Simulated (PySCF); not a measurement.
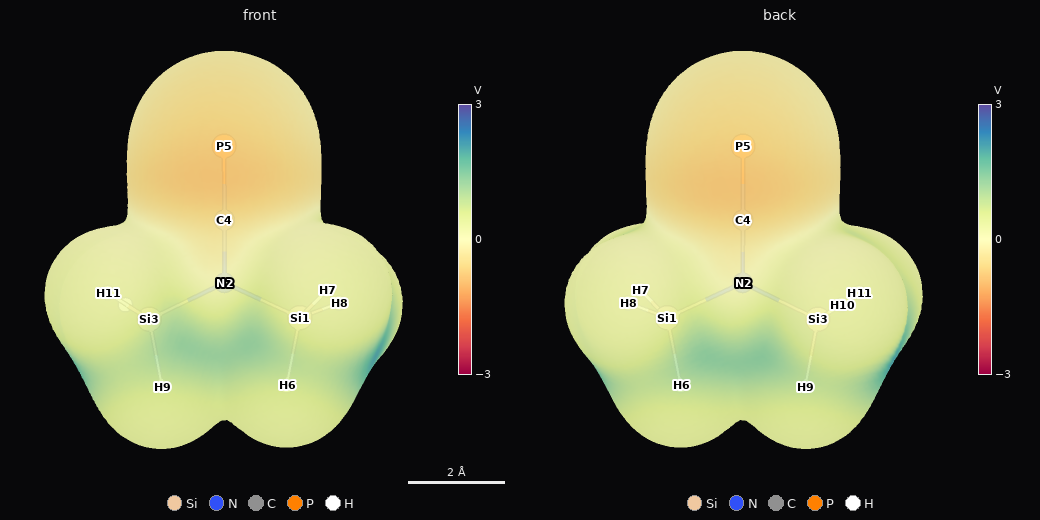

Figure. CH6NPSi2 (SMILES [SiH3]N([SiH3])C#P). The electrostatic potential painted on the density surface at 0.002 e/bohr³, seen from the front and from behind; red is negative and blue positive.

Geometry: GFN2-xTB.

The calculation used PBE0/pcSseg-1, SCF density, gas phase, non-relativistic in PySCF.

```xyz
11

Si    1.6610    0.0858    0.1169
N    -0.0869    0.2464   -0.0240
Si   -1.3362   -0.9943    0.0095
C    -0.5259    1.4801   -0.2112
P    -1.0458    2.9328   -0.4288
H     1.8715   -1.3347    0.3670
H     2.0903    0.9294    1.2311
H     2.2571    0.5311   -1.1424
H    -0.6086   -2.2312    0.2659
H    -2.0026   -0.9921   -1.2923
H    -2.2684   -0.6507    1.0822
```

### Describe the electrostatic potential map.

The most negative region (about −0.8 V) lies over C4 and P5, the most positive (about +2.0 V) over Si1 and Si3.

### What dipole moment does the calculation give?

Its dipole moment is 2.79 D.
